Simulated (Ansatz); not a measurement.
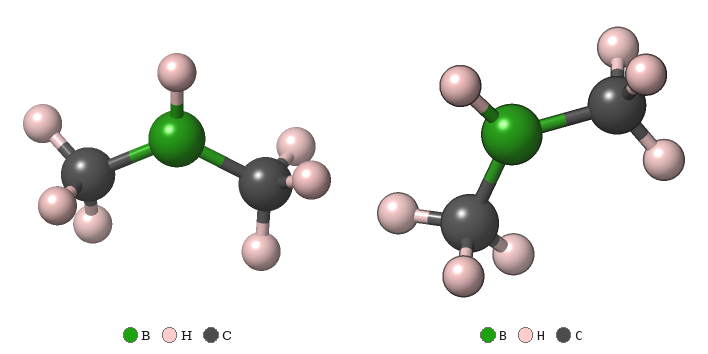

Both panels show the same species.

The computed structure is the end point of a PBE0-D4/def2-TZVP optimisation.

Give the formula.

C₂H₇B, 10 atoms: 2 carbon, 7 hydrogen and 1 boron.

What is the point group of this geometry?

C2.

More results for the same structure follow; atom numbers are the same in all pictures, views and colours differ.

Vibrations

Harmonic vibrations computed with RKS PBE0-D4/def2-TZVP (Ansatz 0.2.0) at a stationary point of the same level.

How many vibrational modes are there, and where do they lie?

24 modes: 95, 102, 335, 569, 597, 788, 793, 983, 1042, 1065, 1219, 1308, 1330, 1428, 1435, 1460, 1467, 2561, 3006, 3007, 3086, 3086, 3130, 3132 cm⁻¹.

Dipole moment

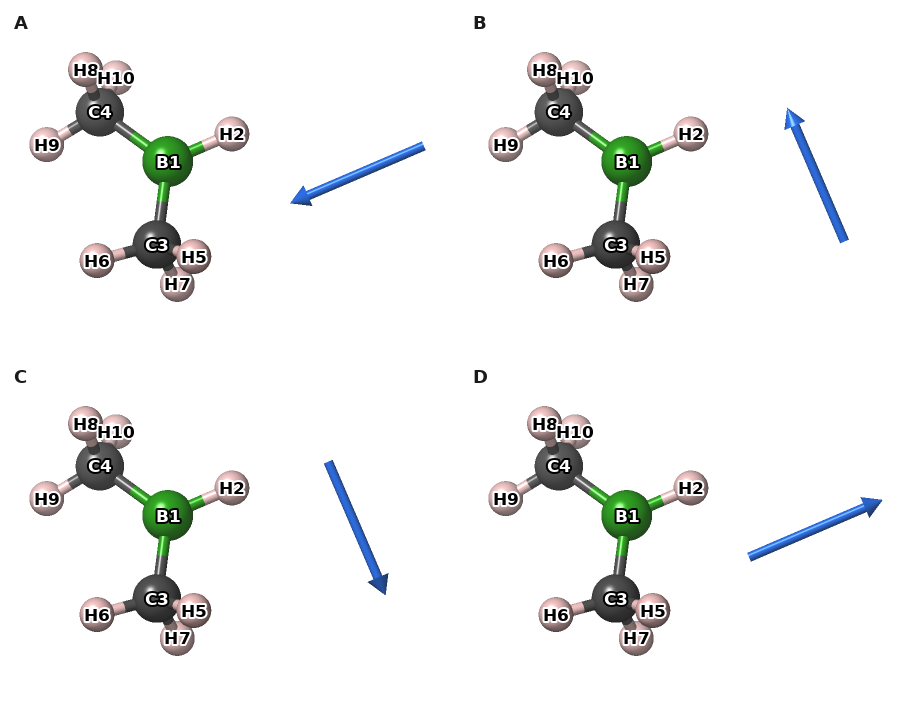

The same molecule four times, each with an arrow. Method: RKS PBE0-D4/def2-TZVP (Ansatz 0.2.0).

Which arrow points along the dipole moment, from the negative to the positive end?

A. The dipole moment is 0.44 D; it points from the side of H2 to the side of H6, H9 (the outermost atoms at the two ends).

Charges

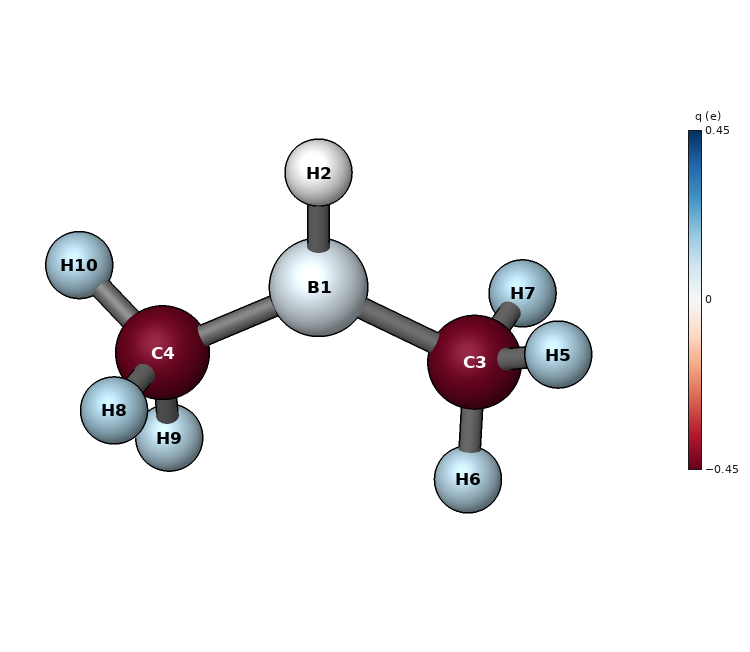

Atoms are coloured by their Mulliken charges. Properties computed with RKS PBE0-D4/def2-TZVP (Ansatz 0.2.0).

Give the Mulliken charges atom by atom.

| atom | value (e) |
| --- | --- |
| B1 | 0.06 |
| H2 | 0.00 |
| C3 | −0.44 |
| C4 | −0.44 |
| H5 | 0.14 |
| H6 | 0.13 |
| H7 | 0.14 |
| H8 | 0.14 |
| H9 | 0.13 |
| H10 | 0.14 |

Mulliken values depend strongly on the basis set and can even reverse the polarity of a bond.
